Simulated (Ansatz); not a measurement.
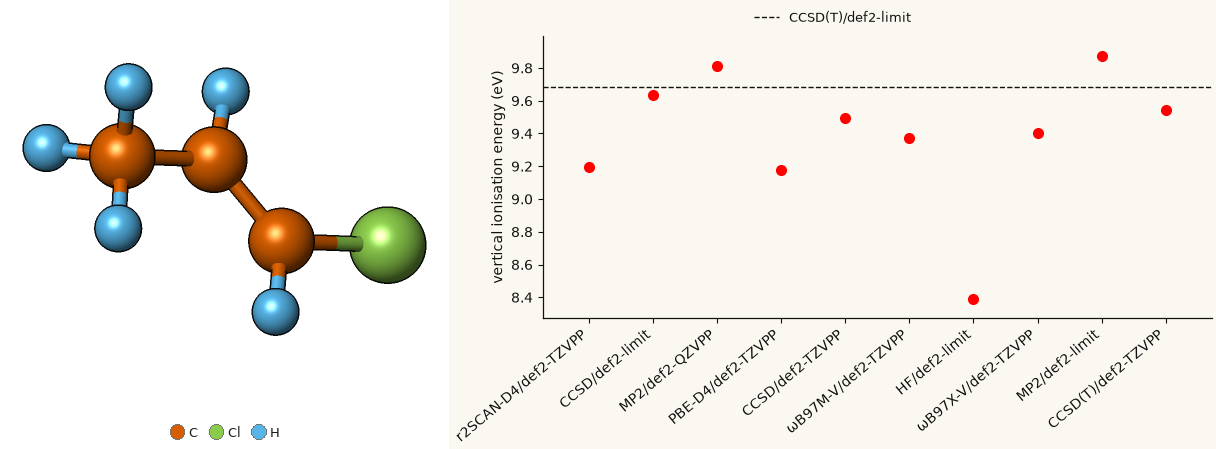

Vertical ionisation energy of C₃H₅Cl, SMILES C/C=C/Cl, taken as the energy of the cation less that of the neutral at fixed geometry (unrestricted doublet cation, cores frozen in correlated methods, no spin-orbit coupling), the Ansatz code 0.2.0, at a PBE0-D4/def2-TZVP geometry (a minimum by its frequencies). Limit means an estimate of the basis limit from triple and quadruple zeta; for coupled cluster it is either extrapolated directly or built as the MP2 limit plus the step from MP2 in triple zeta. The distance of MP2/def2-QZVPP, CCSD/def2-TZVPP and CCSD(T)/def2-TZVPP to the limit includes basis error.

Question: Which level comes closest to the line (CCSD(T)/def2-limit), and which misses most?

Answer: Closest CCSD/def2-limit (9.63 eV), against 9.69 eV; farthest HF/def2-limit (8.39 eV).

Question: Give the values.

Answer:
```csv
level,eV,less CCSD(T)/def2-limit
r2SCAN-D4/def2-TZVPP,9.19,−0.49
CCSD/def2-limit,9.63,−0.05
MP2/def2-QZVPP,9.81,0.13
PBE-D4/def2-TZVPP,9.18,−0.51
CCSD/def2-TZVPP,9.49,−0.19
ωB97M-V/def2-TZVPP,9.37,−0.31
HF/def2-limit,8.39,−1.30
ωB97X-V/def2-TZVPP,9.40,−0.28
MP2/def2-limit,9.88,0.19
CCSD(T)/def2-TZVPP,9.54,−0.14
CCSD(T)/def2-limit,9.69,0.00
```
